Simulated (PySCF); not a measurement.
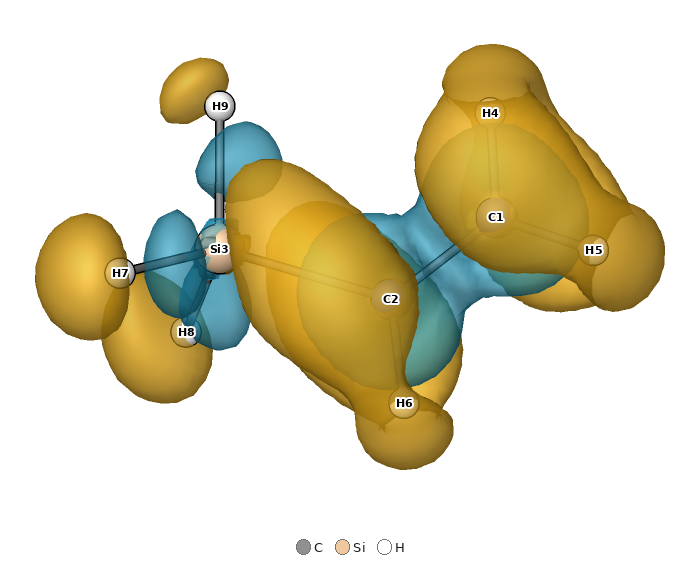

*C2H6Si, SMILES `C=C[SiH3]`. Fukui function f⁺ = ρ(N+1) − ρ(N) at fixed geometry, surfaces at ±0.02 e/Å³ (yellow positive, teal negative).*

Level of theory: PBE0/def2-SVP (PySCF), at a geometry from GFN2-xTB. No frequency check shows the geometry to be a minimum.

Cartesian coordinates (Å):

```
C1       1.7559    0.2760    0.0002
C2       0.6924   -0.5119   -0.0002
Si3     -1.0937    0.0783   -0.0001
H4       1.6633    1.3506   -0.0008
H5       2.7667   -0.1051    0.0004
H6       0.8533   -1.5845    0.0002
H7      -1.7640   -0.4381    1.1978
H8      -1.7657   -0.4444   -1.1930
H9      -1.1320    1.5409   -0.0031
```

Question: On which atoms does the density change most on addition of an electron?

Answer: f⁺ (Hirshfeld-condensed) is largest on C1 (0.23), C2 (0.17) and Si3 (0.17); the vertical electron affinity is −1.95 eV (the stability of the anion's solution wasn't checked; negative, but this basis has no diffuse functions, so it doesn't show that the anion is unbound). Condensed values hint at sites of nucleophilic attack but needn't mark the atom that reacts. Orbital relaxation makes it negative in places (0.21 e in all).

Run time: 120 s on 1 thread of Arm Neoverse N1, with other jobs on the host, peak memory 0.45 GiB.
